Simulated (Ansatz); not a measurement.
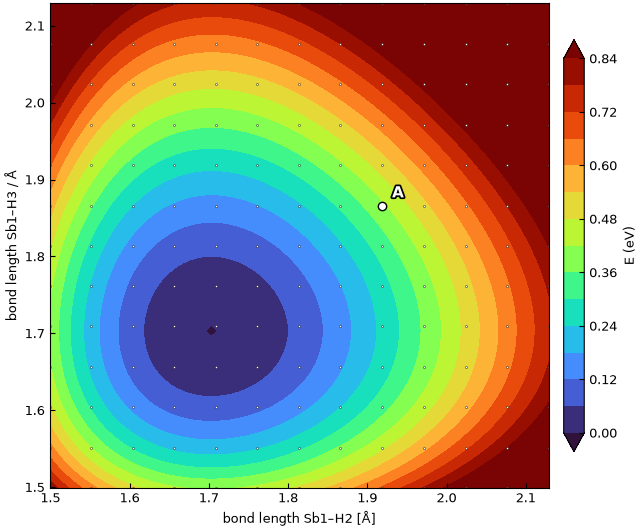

SbH2Cl. First axis: bond length Sb1–H2. Second axis: bond length Sb1–H3. Nothing is relaxed (all other coordinates rigid). The grid has 13 × 13 points; 91 points were computed and 78 follow by symmetry. Points are written as (first, second). Energies: eV, counted from the lowest grid point. The calculation used Ansatz 0.2.0, RKS r2SCAN0-D4/def2-TZVP.

Drawn: filled contours, dots at the grid points, one colour for all values above the top of the scale, the point A. Between grid points the surface is interpolated.

### Which way does the force act at A, and how strong is it?

A, at (1.919 Å, 1.866 Å), is not a stationary point. The computed force is 2 eV for each Å towards smaller values of bond length Sb1–H2 and 1.7 eV for each Å towards smaller values of bond length Sb1–H3.
